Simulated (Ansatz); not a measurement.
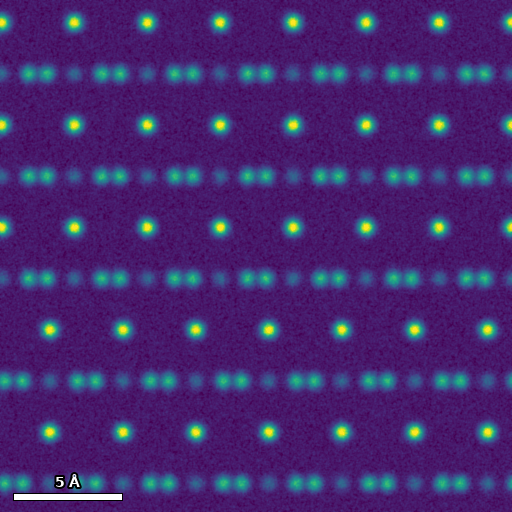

Dark-field STEM-like image of ZrPbAu3 (Amm2, No. 38) along [001]. Simulated incoherent Z contrast: every atom adds Z^1.7 spread by a probe of 0.50 Å full width; channelling and multiple scattering are left out. The display is stretched by a gamma of 0.65; percentages refer to the linear signal. Shot noise was added.

One planar defect was built into the perfect crystal by geometry alone, without relaxation. Host structure: coordinates from a relaxation (final pressure about 18 GPa) with DFT, PAW plane waves, pbe in Ansatz 0.2.0; the starting structure was generated, so it need not be a known form of this composition.

### Find the planar defect and say what kind it is.

A planar fault (a stacking fault or antiphase boundary) runs horizontally about 14 Å below the top edge. The part above it is shifted along the boundary by 1/3 of the 3.39 Å repeat of the rows (1.1 Å to the right, the same as 2.3 Å to the left); both parts keep the same orientation.
